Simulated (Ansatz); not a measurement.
Input

```
crystal:
  periodic: [false, false, false]
  atoms:
    - { symbol: W, position_ang: [-0.037284, -0.059381, -0.120359] }
    - { symbol: F, position_ang: [0.197496, 0.177568, 1.734708] }
    - { symbol: H, position_ang: [1.197542, -1.170494, 0.401703] }
    - { symbol: H, position_ang: [-1.159278, 1.161334, 0.388087] }
    - { symbol: H, position_ang: [-1.681627, -0.441693, -0.192928] }
    - { symbol: H, position_ang: [-0.444163, -1.694202, -0.23909] }
    - { symbol: Cl, position_ang: [0.611548, 0.639611, -2.142488] }
    - { symbol: Cl, position_ang: [2.32282, 2.410126, 0.972456] }
    - { symbol: H, position_ang: [1.634946, 1.729431, 1.895711] }
basis:
  gaussian: { orbitals: def2-SVP }
hamiltonian:
  xc: pbe
relax:
  f_tol: 0.03
  max_steps: 50
output:
  orbitals: {}
```

Command:

```sh
ansatz run input.yaml --threads 2 --pin off --max-ram 3072MiB --backend cpu --events-out ev --progress --plain --runs-dir out
```

The fields are those of the run's last geometry, not of the input's.

Core potentials replace the inner electrons of W.

Computed with Ansatz, RKS PBE/def2-SVP.

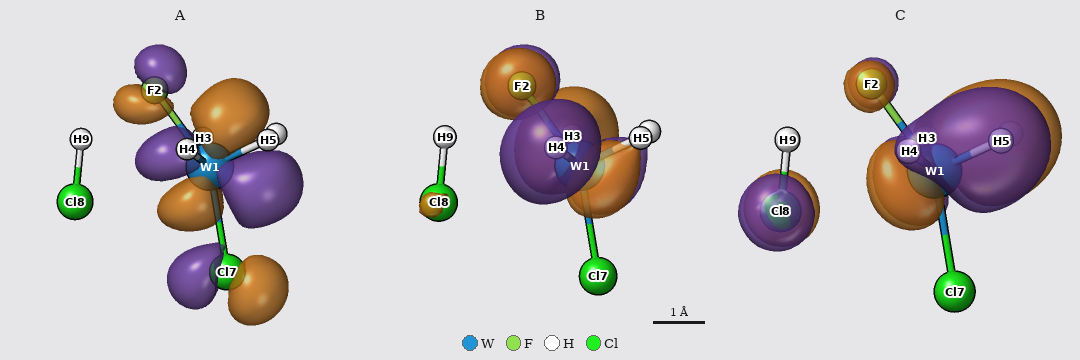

ClFH4W···HCl. Three frontier orbitals at ±0.1 Å⁻³ᐟ² (orange and purple are the two phases), in no order.

Which picture is the HOMO−1, the HOMO and the LUMO?

Answer. C is the HOMO−1 (−8.00 eV). Its weight (Hirshfeld) is mainly on W1 (about 45 %), H5 (about 20 %), H6 (about 20 %) and Cl8 (about 10 %). B is the HOMO (−6.15 eV). It lies mainly on W1 (about 35 %), F2 (about 25 %), H3 (about 20 %) and H4 (about 20 %). A is the LUMO (−4.35 eV). It lies mainly on W1 (about 65 %), Cl7 (about 15 %) and F2 (about 10 %).

What is the HOMO–LUMO gap?

Answer. 1.80 eV between the orbital energies.
